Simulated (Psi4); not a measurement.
**BNH3F3 (SMILES [NH3+][B-](F)(F)F): levels of theory compared**

We compute a comparison of 4 runs (HF/STO-3G, B3LYP/6-31G*, HSE06/cc-pVDZ, TPSSh/cc-pVDZ) of BNH3F3. 

The results are computed with Psi4 1.11.

2 further runs of the same task are left out: 2 set aside as unsound or not needed.

## 1. The structure to begin with

BNH3F3 has 8 atoms, charge 0, and is taken as a singlet. SMILES: `[NH3+][B-](F)(F)F`. The N1–H7 distance was set to 1.827 Å, away from the relaxed value. At this shape a bond of the SMILES string is far longer than usual.

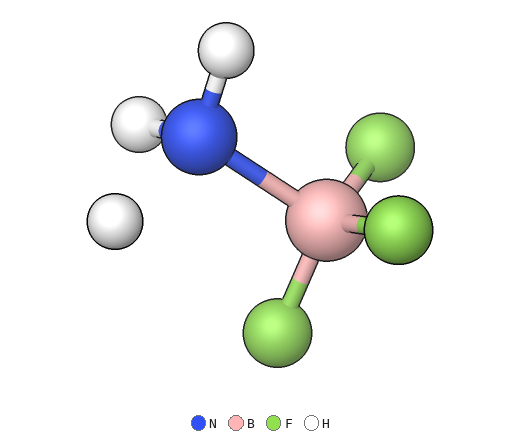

Viewed from a chosen angle; nitrogen blue, boron pink, fluorine green, hydrogen white.

## 2. Energy and forces at HF/STO-3G (run 1)

Contents of calc.dat:

```
memory 1.6 GB

molecule mol {
  0 1
  N     -0.898177    -0.249988    -0.035060
  B      0.135123    -0.158888    -1.348860
  F      1.124723    -1.057988    -1.058860
  F     -0.647777    -0.509688    -2.414660
  F      0.547223     1.145712    -1.360160
  H     -1.676677     0.389712    -0.158760
  H     -0.006300     0.194600     1.496700
  H     -1.260677    -1.193688     0.058540
  units angstrom
  symmetry c1
  no_reorient
  no_com
}

set {
  reference     rhf
  puream        true
  e_convergence 1e-09
  d_convergence 1e-08
  scf_type      pk
}

e, wfn = gradient("hf/STO-3G", return_wfn=True)
```

Command:

```
$ psi4 calc.dat calc.out -n 1
```

calc.out:

```text
[...]
  Running in c1 symmetry.
[...]
  Nuclear repulsion =  188.594261764534679
[...]
  Multiplicity = 1
[...]
  Nalpha       = 21
  Nbeta        = 21
[...]
    Number of basis functions: 28
[...]
   @RHF iter   1:  -373.79015012579401   -2.64978e+00   1.38578e-02 DIIS/ADIIS
[...]
   @RHF iter  11:  -373.91689644639854   -2.38742e-12   6.59898e-09 DIIS
[...]
  @RHF Final Energy:  -373.91689644639854
   => Energetics <=
    Nuclear Repulsion Energy =            188.5942617645346786
    One-Electron Energy =                -902.6974232811273851
    Two-Electron Energy =                 340.1862650701942243
    Total Energy =                       -373.9168964463985390
[...]
  -Total Gradient:
     Atom            X                  Y                   Z
    ------   -----------------  -----------------  -----------------
       1       -0.094105088883    -0.041374901568    -0.121952967801
       2       -0.030831227694    -0.005147118473     0.021907860591
       3        0.008654767937    -0.006694337797     0.002817423534
       4       -0.002274037002    -0.002118486849    -0.011230080305
       5        0.004144949130     0.010532354817     0.000464711879
       6        0.022565968061    -0.016577154012    -0.007743194538
       7        0.079666977677     0.038623592574     0.128887199816
       8        0.012177690776     0.022756051307    -0.013150953175
[...]
```

Run time: 2.3 s. Hardware: 1 thread of Intel Xeon Platinum 8488C (Sapphire Rapids), shared host; peak memory 0.18 GiB.

## 3. A single-point energy at B3LYP/6-31G(d) (spherical functions) (run 2)

Contents of bf3h3n.dat:

```
memory 1600 MB

molecule {
  0 1
  N     -0.898177    -0.249988    -0.035060
  B      0.135123    -0.158888    -1.348860
  F      1.124723    -1.057988    -1.058860
  F     -0.647777    -0.509688    -2.414660
  F      0.547223     1.145712    -1.360160
  H     -1.676677     0.389712    -0.158760
  H     -0.006300     0.194600     1.496700
  H     -1.260677    -1.193688     0.058540
  symmetry c1
}

set globals {
  basis                6-31G*
  reference            rks
  puream               true
  e_convergence        1e-09
  d_convergence        1e-08
  scf_type             pk
  dft_radial_points    99
  dft_spherical_points 590
}

energy_value, wavefunction = energy('b3lyp', return_wfn=True)
oeprop(wavefunction, 'QUADRUPOLE', 'MULLIKEN_CHARGES', 'WIBERG_LOWDIN_INDICES', title='B3LYP')
```

Command:

```
$ psi4 -i bf3h3n.dat -o bf3h3n.out -n 1
```

bf3h3n.out:

```text
[...]
  Running in c1 symmetry.
[...]
  Nuclear repulsion =  188.594261764534707
[...]
  Multiplicity = 1
[...]
  Nalpha       = 21
  Nbeta        = 21
[...]
    Number of basis functions: 76
[...]
   @RKS iter   1:  -380.65408935342469   -4.10856e-01   1.13002e-02 ADIIS/DIIS
[...]
   @RKS iter  12:  -380.99369431813773   -2.88196e-11   5.01515e-09 DIIS
[...]
  @RKS Final Energy:  -380.99369431813773
   => Energetics <=
    Nuclear Repulsion Energy =            188.5942617645347070
    One-Electron Energy =                -904.7399595673949761
    Two-Electron Energy =                 370.3434489441364690
    DFT Exchange-Correlation Energy =     -35.1914454594139272
    Empirical Dispersion Energy =           0.0000000000000000
    VV10 Nonlocal Energy =                  0.0000000000000000
    Total Energy =                       -380.9936943181377274
[...]
 Multipole Moments:
 ------------------------------------------------------------------------------------
     Multipole            Electronic (a.u.)      Nuclear  (a.u.)        Total (a.u.)
 ------------------------------------------------------------------------------------
 L = 1.  Multiply by 2.5417464519 to convert [e a0] to [Debye]
 Dipole X            :          2.3972940           -3.7901089           -1.3928149
 Dipole Y            :          0.0849899           -0.1799920           -0.0950020
 Dipole Z            :         -3.9688385            5.9437046            1.9748661
 Magnitude           :                                                    2.4184820
 L = 2.  Multiply by 1.3450342976 to convert [e a0^2] to [Debye ang]
 Quadrupole XX       :       -118.3399361          100.2787120          -18.0612241
 Quadrupole XY       :         -0.7540981            1.1905118            0.4364137
[...]
```

Wall time 14 s (1 thread of Intel Xeon Platinum 8488C (Sapphire Rapids), shared host); peak memory 1.1 GiB.

Run 3 isn't shown in full; the table further down has it.

## 4. Energy and gradient at TPSSh/cc-pVDZ (run 4)

Contents of input.json:

```json
{
  "schema_name": "qcschema_input",
  "schema_version": 1,
  "molecule": {
    "schema_name": "qcschema_molecule",
    "schema_version": 2,
    "symbols": ["N", "B", "F", "F", "F", "H", "H", "H"],
    "geometry": [-1.69730854, -0.47240885, -0.0662538, 0.25534546, -0.3002548, -2.54897598, 2.12541844, -1.99930756, -2.0009554, -1.22412112, -0.96317073, -4.56304608, 1.0341016, 2.1650819, -2.57032989, -3.16846033, 0.73644895, -0.30001292, -0.01190527, 0.3677407, 2.82835309, -2.38233426, -2.2557434, 0.11062457],
    "molecular_charge": 0,
    "molecular_multiplicity": 1,
    "fix_symmetry": "c1",
    "fix_com": true,
    "fix_orientation": true
  },
  "driver": "gradient",
  "model": {
    "method": "tpssh",
    "basis": "cc-pVDZ"
  },
  "keywords": {
    "puream": true,
    "e_convergence": 1e-09,
    "d_convergence": 1e-08,
    "scf_type": "pk",
    "dft_radial_points": 99,
    "dft_spherical_points": 590
  }
}
```

Command:

```
$ psi4 --qcschema input.json -n 1 --memory 1600MB
```

stdout:

```text
[...]
  Running in c1 symmetry.
[...]
  Nuclear repulsion =  188.594261840733054
[...]
  Multiplicity = 1
[...]
  Nalpha       = 21
  Nbeta        = 21
[...]
    Number of basis functions: 85
[...]
   @RKS iter   1:  -380.65674839460468   -3.87268e-01   1.03042e-02 ADIIS/DIIS
[...]
   @RKS iter  12:  -381.01847930165752   -8.24230e-12   6.43210e-09 DIIS
[...]
  @RKS Final Energy:  -381.01847930165752
   => Energetics <=
    Nuclear Repulsion Energy =            188.5942618407330542
    One-Electron Energy =                -904.3560805650749899
    Two-Electron Energy =                 374.0775357943638255
    DFT Exchange-Correlation Energy =     -39.3341963716793330
    Empirical Dispersion Energy =           0.0000000000000000
    VV10 Nonlocal Energy =                  0.0000000000000000
    Total Energy =                       -381.0184793016575213
[...]
  -Total Gradient:
     Atom            X                  Y                   Z
    ------   -----------------  -----------------  -----------------
       1       -0.047796495033    -0.018168736289    -0.041332252178
       2       -0.009971316313    -0.004794453223    -0.015571546059
       3       -0.008113122178     0.009079408870    -0.000483934436
       4        0.013055182740     0.004318715697     0.006491819318
       5       -0.002684298874    -0.011626212860     0.002351364920
       6        0.007780412359    -0.010271564177    -0.009587378397
       7        0.045369281109     0.021593330140     0.070464056295
       8        0.002446516310     0.009887602290    -0.012359406636
[...]
```

The result, in JSON:

```text
{
 "driver": "gradient",
 "model": {
  "method": "tpssh",
  "basis": "cc-pVDZ"
 },
 "success": true,
 "return_result": [-0.04779649503321101, -0.018168736288955156, -0.04133225217754753, -0.009971316312972156, -0.004794453222770213, -0.015571546058578009, -0.008113122177903359, 0.009079408869643396, -0.00048393443621297383, 0.013055182739752924, 0.00431871569652105, 0.0064918193177409544, -0.00268429887415271, -0.011626212860202934, 0.002351364919963729, 0.007780412359023409, -0.010271564176583148, -0.00958737839687697, 0.04536928110897609, 0.021593330139604024, 0.07046405629539623, 0.0024465163097495413, 0.009887602289818609, -0.012359406636063087],
 "properties": {
  "calcinfo_nbasis": 85,
  "calcinfo_nmo": 85,
  "calcinfo_nalpha": 21,
  "calcinfo_nbeta": 21,
  "calcinfo_natom": 8,
  "nuclear_repulsion_energy": 188.59426184073305,
  "return_energy": -381.0184793016575,
  "return_gradient": [-0.04779649503321101, -0.018168736288955156, -0.04133225217754753, -0.009971316312972156, -0.004794453222770213, -0.015571546058578009, -0.008113122177903359, 0.009079408869643396, -0.00048393443621297383, 0.013055182739752924, 0.00431871569652105, 0.0064918193177409544, -0.00268429887415271, -0.011626212860202934, 0.002351364919963729, 0.007780412359023409, -0.010271564176583148, -0.00958737839687697, 0.04536928110897609, 0.021593330139604024, 0.07046405629539623, 0.0024465163097495413, 0.009887602289818609, -0.012359406636063087],
  "scf_one_electron_energy": -904.356080565075,
  "scf_two_electron_energy": 374.0775357943638,
  "scf_xc_energy": -39.33419637167933,
  "scf_dipole_moment": [-1.3785217744906846, -0.09204348947153562, 1.9690197553413498],
  "scf_total_energy": -381.0184793016575,
  "scf_total_gradient": [-0.04779649503321101, -0.018168736288955156, -0.04133225217754753, -0.009971316312972156, -0.004794453222770213, -0.015571546058578009, -0.008113122177903359, 0.009079408869643396, -0.00048393443621297383, 0.013055182739752924, 0.00431871569652105, 0.0064918193177409544, -0.00268429887415271, -0.011626212860202934, 0.002351364919963729, 0.007780412359023409, -0.010271564176583148, -0.00958737839687697, 0.04536928110897609, 0.021593330139604024, 0.07046405629539623, 0.0024465163097495413, 0.009887602289818609, -0.012359406636063087],
  "scf_iterations": 12
 }
}
```

It took 73 s on 1 thread of Intel Xeon Platinum 8488C (Sapphire Rapids), shared host; peak memory 1.1 GiB.

## 5. All runs side by side

```tsv
run	level	task	integration grid	energy (Eh)	dipole moment (D)	HOMO energy (eV)	LUMO energy (eV)	wall time
1	HF/STO-3G	gradient	–	-373.916896	6.42	-9.56	2.17	2.3 s
2	B3LYP/6-31G* (spherical functions)	energy	99 radial × 590 angular	-380.993694	6.15	-9.01	-4.66	14 s
3	HSE06/cc-pVDZ	gradient	99 radial × 590 angular	-380.672758	6.34	-9.21	-4.92	60 s
4	TPSSh/cc-pVDZ	gradient	99 radial × 590 angular	-381.018479	6.11	-8.47	-4.95	73 s
```

## 6. Results

| quantity | value |
| --- | --- |
| run 4: total energy | -381.01848 Eh |
| run 4: dipole moment | 6.11 D |
| run 4: HOMO energy | -8.47 eV |
| run 4: LUMO energy | -4.95 eV |
| run 4: HOMO–LUMO gap | 3.52 eV |
| run 4: largest force on an atom | 4.450 eV/Å |

In words: The dipole moment (its size) runs from 6.11 D (TPSSh/cc-pVDZ) to 6.42 D (HF/STO-3G). The two ends differ in method and basis. The HOMO–LUMO gap runs from 3.52 eV (TPSSh/cc-pVDZ) to 11.72 eV (HF/STO-3G). Totals of different functionals can't be ranked against each other. In run 1 the basis is minimal, so the values are rough. All runs together took 2.5 min, the longest 73 s.
